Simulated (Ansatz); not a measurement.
Run report: BHO₂, frequency calculation

The run: frequency calculation of BHO₂. Method and program: B2PLYP/cc-pVTZ, RKS (Ansatz 0.2.0).

The geometry was optimised with B2PLYP/cc-pVTZ. Figures and captions count atoms from 1; the log counts them from 0 in places.

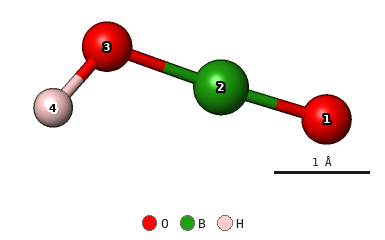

**Figure 1.** The structure (ball-and-stick view, seen at a tilt; atoms are numbered from 1 in the order of the input). Bond lengths as drawn: B–O 1.22 to 1.33 Å and H–O 0.96 Å.

**The input**
```yaml
crystal:
  periodic: [false, false, false]
  atoms:
    - {symbol: O, position_ang: [-1.560999, 0.525456, 0.430464]}
    - {symbol: B, position_ang: [-0.424236, 0.132300, 0.246431]}
    - {symbol: O, position_ang: [0.822541, -0.304193, 0.109773]}
    - {symbol: H, position_ang: [1.162694, -0.353563, -0.786668]}
basis:
  gaussian: {orbitals: cc-pVTZ}
phonons: {temperatures: {t_min: 298.15, t_max: 298.15, t_step: 1}}
hamiltonian: {xc: {name: B2PLYP}}
```

Hardware: 1 thread of Intel Xeon (Granite Rapids), 64 GiB of memory available, shared host.

Run as:
```bash
ansatz run in.yaml --threads 1 --pin off --max-ram 3480MiB --events-out events.jsonl --progress --plain --runs-dir runs
```

**Log**
```
Functional definition: B2PLYP
  name "B2PLYP"
  parameter a = 0.53
  parameter c = 0.27
  exchange = (1 - a)*b88_x + a*exact_x
  correlation = (1 - c)*lyp_c + c*(mp2_os + mp2_ss)
737 factors; integrals over basis functions are off by at most 3.5e-4 eV
mean field evaluation 1: about -4776.9025 eV, gradient 5.9e1 eV
mean field evaluation 2: about -4776.9031 eV, gradient 5.9e1 eV
mean field evaluation 4: about -4782.4204 eV, gradient 1.1e1 eV
mean field evaluation 8: about -4782.6162 eV, gradient 1.3e-1 eV
mean field evaluation 16: about -4782.6162 eV, gradient 8.2e-6 eV
mean field -4782.61622399 eV, -175.7579044578 hartree, gradient 8.2e-6 eV, S^2 0.000000; 0 other end points of the search recorded, 0 dependent functions left out
3 core orbitals not correlated: weight in the atoms' cores, before any rotation towards them, 1.000 or more for the frozen orbitals, at most 0.000 for the correlated occupied ones
reference -4782.61633695 eV, -175.7579086090 hartree; 8, 8 occupied and 93, 93 virtual orbitals, 737 factors
second order -18.53435447 eV of doubles, -0.00000000 eV of singles
the calculation of the forces begins
these checks for a lower state are left out or cut short: starts, cluster_reference, orbital_swaps, neighbouring_geometries, increment
737 factors; integrals over basis functions are off by at most 3.5e-4 eV
mean field -4782.61936125 eV, -175.7580197500 hartree, gradient 2.6e-6 eV, S^2 0.000000; 0 other end points of the search recorded, 0 dependent functions left out
[... from here on the field's lines of each further geometry are left out, up to the last ...]
3 core orbitals not correlated: weight in the atoms' cores, before any rotation towards them, 1.000 or more for the frozen orbitals, at most 0.000 for the correlated occupied ones
reference -4782.61554906 eV, -175.7578796549 hartree; 8, 8 occupied and 93, 93 virtual orbitals, 737 factors
second order -18.53700771 eV of doubles, -0.00000000 eV of singles
the calculation of the forces begins
these checks for a lower state are left out or cut short: starts, cluster_reference, orbital_swaps, neighbouring_geometries, increment
737 factors; integrals over basis functions are off by at most 3.5e-4 eV
mean field -4782.61686773 eV, -175.7579281149 hartree, gradient 2.4e-6 eV, S^2 0.000000; 0 other end points of the search recorded, 0 dependent functions left out
3 core orbitals not correlated: weight in the atoms' cores, before any rotation towards them, 1.000 or more for the frozen orbitals, at most 0.000 for the correlated occupied ones
reference -4782.61698066 eV, -175.7579322652 hartree; 8, 8 occupied and 93, 93 virtual orbitals, 737 factors
second order -18.53170933 eV of doubles, -0.00000000 eV of singles
the calculation of the forces begins
Total energy: -4787.62061265 eV, -175.9418123492 hartree
Atom 0 at    -1.560999     0.525456     0.430464 Å, force     0.000236    -0.000083    -0.000023 eV/Å
Atom 1 at    -0.424236     0.132300     0.246431 Å, force    -0.000392     0.000147    -0.000082 eV/Å
Atom 2 at     0.822541    -0.304193     0.109773 Å, force     0.000448    -0.000139    -0.000266 eV/Å
Atom 3 at     1.162694    -0.353563    -0.786668 Å, force    -0.000292     0.000075     0.000371 eV/Å
Dipole moment:     0.633535    -0.193878    -0.413526 e Å
Vibrations: 455.85 507.37 957.65 1025.22 2081.36 3883.87 cm⁻¹, zero-point energy 0.552431 eV
```

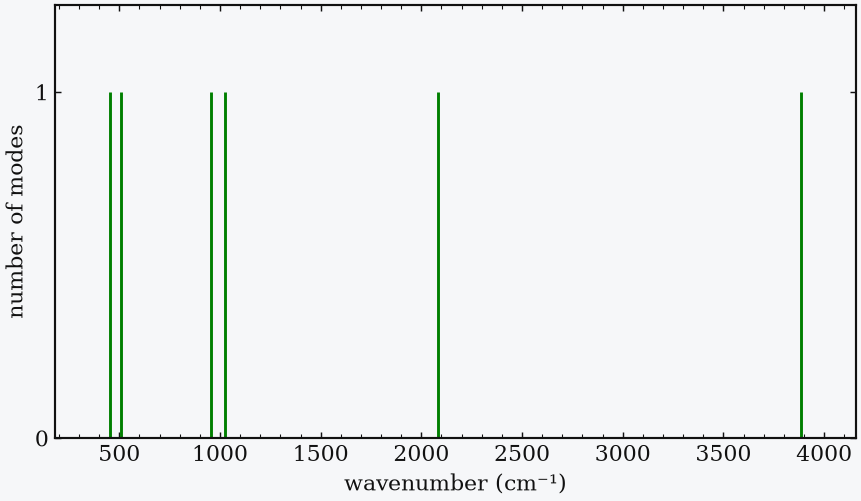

**Figure 2.** Harmonic vibrational wavenumbers from the force constants; neighbouring modes closer than 16 cm⁻¹ are counted in one stick. 6 modes from 456 to 3884 cm⁻¹, none imaginary.

**Summary**

```tsv
quantity	value
outcome	converged
total energy	−175.941812 hartree
SCF energy	−175.757909 hartree
basis functions	104
largest force	0.001 eV/Å
SCF solution under orbital rotations	stable
zero-point energy	0.020301 hartree
dipole moment	3.75 D
wavenumbers, lowest and highest	456 and 3884 cm⁻¹
wall time	63 s
peak memory	0.23 GiB
```
